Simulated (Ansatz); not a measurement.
# C₂H₂AlF (SMILES [F][Al]1[CH]=[CH]1): what the fields show

Input

```
crystal:
  periodic: [false, false, false]
  atoms:
    - {symbol: C, position_ang: [-1.284957, 0.959511, 0.131956]}
    - {symbol: C, position_ang: [-2.159145, 0.809532, -0.930391]}
    - {symbol: Al, position_ang: [-2.314822, -0.561125, 0.292652]}
    - {symbol: F, position_ang: [-2.888242, -1.959546, 0.961909]}
    - {symbol: H, position_ang: [-0.563261, 1.774071, 0.283167]}
    - {symbol: H, position_ang: [-2.271524, 1.481000, -1.792782]}
basis:
  gaussian:
    orbitals: def2-TZVPD
hamiltonian:
  xc: pbe0
output: {forces: true, orbitals: {seedname: orbitals}}
```

Launched as:

```sh
ansatz run input.yaml --threads 2 --pin off --max-ram 4350MiB --events-out events.jsonl --progress --plain --runs-dir runs
```

Geometry: PBE0-D3(BJ)/def2-SVP.

All numbers below come from Ansatz 0.2.0, isolated molecule in a Gaussian basis; Kohn-Sham density functional theory, functional PBE0.

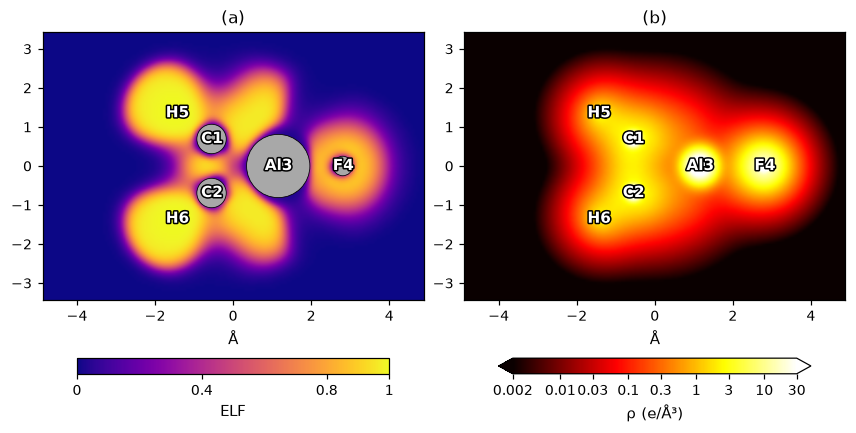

Figure 1. (a) electron localisation function; (b) electron density on the molecular plane. Grey discs cover the atomic cores in the ELF map.

> Read the bonding off the picture.

- The plane passes through C, Al, F and H nuclei.
- C–C (1.38 Å): the density is about 2.1 e/Å³ at the midpoint; the ELF peaks at about 0.90 between the atoms (localised, covalent bonding).
- Al–F (1.65 Å): the density is about 0.91 e/Å³ at the midpoint; the ELF peaks at about 0.85 in the valence shell of F, 0.6 Å from its nucleus, and is about 0.40 at the midpoint.
- C–Al (1.84 Å): the density is about 0.71 e/Å³ at the midpoint; the ELF peaks at about 0.75 in the valence shell of C, 0.7 Å from its nucleus, and is about 0.50 at the midpoint.
- C–H (1.10 Å): ρ at the midpoint is about 2 e/Å³; the ELF climbs to about 1 towards the hydrogen, as it does in any bond to H: an ordinary covalent bond to hydrogen.
- The ELF also peaks beside F4, away from the bonds: lone-pair regions.

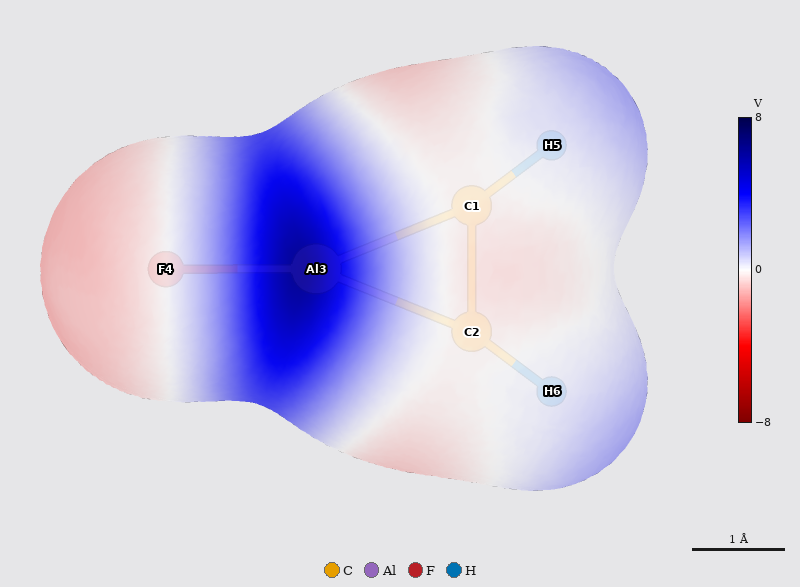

Figure 2. The molecular electrostatic potential painted on the density surface at 0.004 e/bohr³, seen across its widest extent; red is negative and blue positive.

> Which sites attract a positive test charge, and which a negative one?

A positive charge is drawn to the negative regions and a negative charge to the positive ones. The most negative region (about −1.1 V, or −25 kcal/mol for a unit charge) lies over F4, the most positive (about +6.0 V, or +138 kcal/mol for a unit charge) over Al3.

> What dipole moment does the calculation give?

Its dipole moment is 0.69 D.

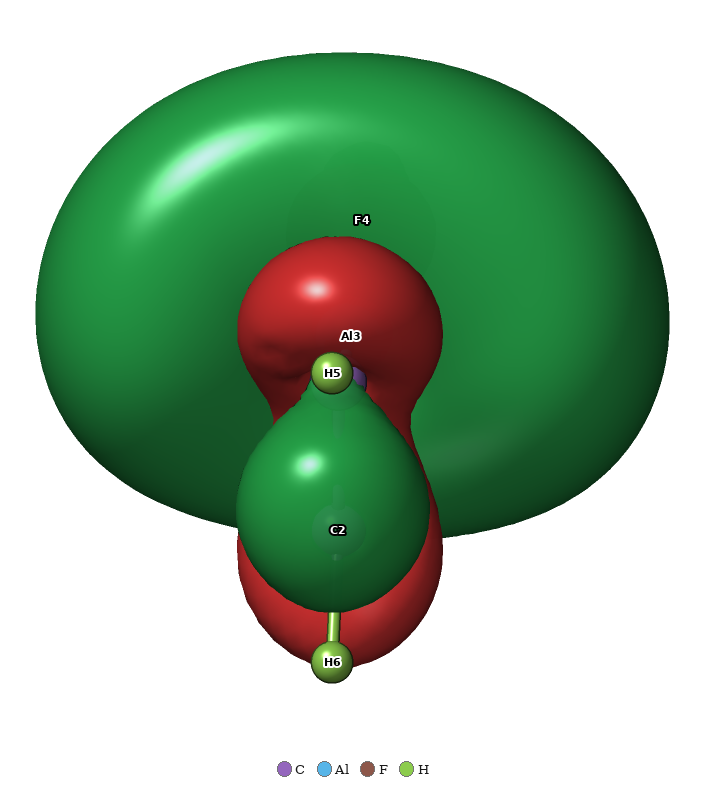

Figure 3. The LUMO at ±0.08 Å⁻³ᐟ² (green and red are the two phases), seen at an oblique angle.

> What is the character of this orbital?

By Hirshfeld shares it lies mainly on Al3 (about 70 %), F4 (about 10 %), C2 (about 10 %) and C1 (about 10 %); it is symmetric in the molecular plane (an in-plane orbital: σ, lone-pair or in-plane π type). Its energy is −1.41 eV.
